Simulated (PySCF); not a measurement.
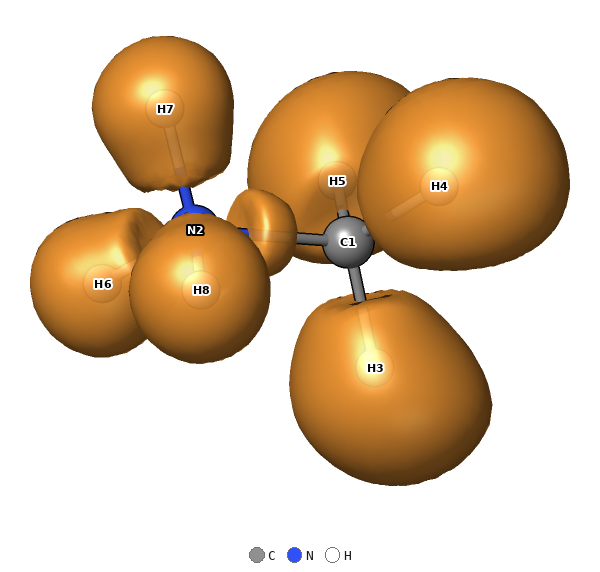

The picture shows: CH$_{6}$N (doublet). Isosurface of the ELF at 0.8 (orange), seen at a tilt. Core shells and regions of very low density are left out.

Geometry: PBE0-D3(BJ)/def2-SVP.

These are results of DFT single point, gas phase, functional M06-2X (PySCF 2.14.0, density-fitted response routines), not measurements.

The calculation's input:

```
{"job": {"kind": "sp", "xc": "M06-2X", "basis": "ma-def2-TZVP", "grid": 3}, "charge": 0, "multiplicity": 2}
C     -0.745647     0.108132    -0.029529
N      0.728378    -0.099459     0.016506
H     -1.165129    -0.579357    -0.776410
H     -0.935787     1.152443    -0.311786
H     -1.152736    -0.105585     0.967994
H      0.954444    -1.114353     0.294220
H      1.176708     0.561865     0.737505
H      1.163686     0.097657    -0.947774
```

Run with:

```sh
OMP_NUM_THREADS=1 python redox_run.py task.json out
```

**Describe the localisation domains.**

At this value the surface marks out one region between bonded C–N atoms (shared pairs) and six regions around hydrogen nuclei.

Values along the shortest contacts:
C–N (1.49 Å): the ELF peaks at about 0.95 between the atoms, as expected for a covalent bond. N–H (1.08 Å): the ELF climbs to about 1 towards the hydrogen, as it does in any bond to H: an ordinary covalent bond to hydrogen.
